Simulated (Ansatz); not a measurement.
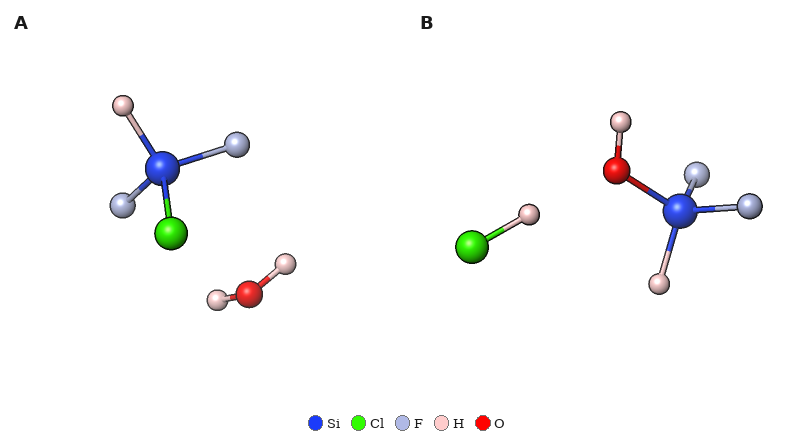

2 stationary structures of one formula. Geometries: PBE0-D4/def2-TZVP. Electronic energies: CCSD(T)/CBS (MP2 limit from def2-TZVPP and def2-QZVPP plus CCSD(T) − MP2) (Ansatz 0.2.0), without zero-point energy. Each is one conformer, not always the lowest.

### Which structure is the most stable?

B is lowest (a minimum); A lies 21.3 kJ/mol above it (Cs, a minimum).
